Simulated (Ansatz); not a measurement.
```xyz
8

C     0.0641   -0.7671    0.6508
Ga    0.5387    0.4204    2.1366
S    -0.8816    1.9777    2.8029
H     0.8015   -0.6644   -0.1612
H     0.0904   -1.8163    0.9855
H    -0.9354   -0.5512    0.2475
H     1.8734    0.4001    2.9538
H    -1.8376    1.6723    1.8981
```

Geometry: PBE0-D3(BJ)/def2-SVP.

Level of theory: isolated molecule in a Gaussian basis; Kohn-Sham density functional theory, functional PBE0 (Ansatz 0.2.0).

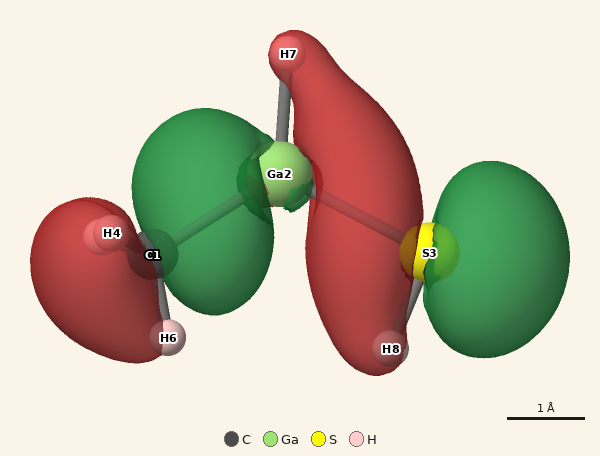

CH₅GaS (SMILES [CH3][GaH][SH]). The HOMO−1 at ±0.08 Å⁻³ᐟ² (green and red are the two phases), seen across its widest extent.

Question: What is the character of this orbital?

Answer: By Hirshfeld shares it lies mainly on S3 (about 40 %), C1 (about 25 %) and Ga2 (about 20 %). Its energy is −8.16 eV.
